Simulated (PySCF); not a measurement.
Input file:

```
{"job": {"kind": "nmr", "xc": "PBE0", "basis": "pcSseg-1"}, "charge": 0, "multiplicity": 1}
Si     2.133586     0.040562    -0.229339
C      0.267727    -0.006528    -0.115009
C     -0.554335     0.115255     0.974195
N     -1.834330     0.009013     0.512328
C     -1.741069    -0.171963    -0.829999
N     -0.508022    -0.185692    -1.231495
H      2.560607     1.147150    -1.086803
H      2.639607    -1.225261    -0.762310
H      2.640912     0.243996     1.133921
H     -0.329613     0.263843     2.010400
H     -2.676234     0.056452     1.062544
H     -2.597638    -0.287512    -1.464459
```

Command:

```sh
OMP_NUM_THREADS=1 python probes_run.py task.json out
```

Geometry: GFN2-xTB.

Theory: PBE0/pcSseg-1, SCF density, gas phase, non-relativistic in PySCF 2.14.0.

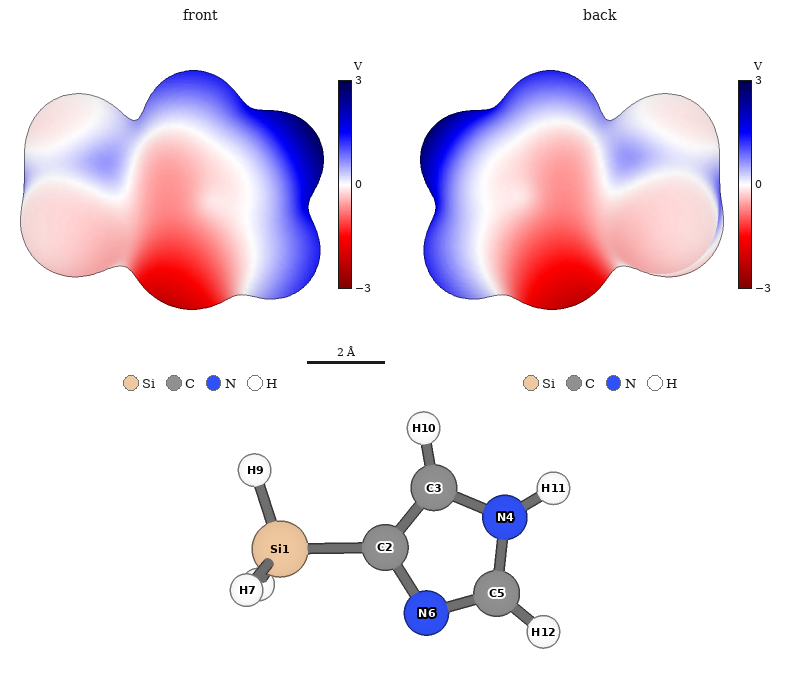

C3H6N2Si (SMILES [SiH3]c1c[nH]cn1). The electrostatic potential painted on the density surface at 0.002 e/bohr³, seen from the front and from behind; the colour scale runs from red (negative) to blue (positive). The bare structure is drawn below in the same view.

Q: Describe the electrostatic potential map.

A: The most negative region (about −2.1 V) lies over N6, the most positive (about +2.7 V) over H11. N6 is the likeliest acceptor of a hydrogen bond.

Q: How polar is the molecule by this calculation?

A: Its dipole moment is 4.14 D.
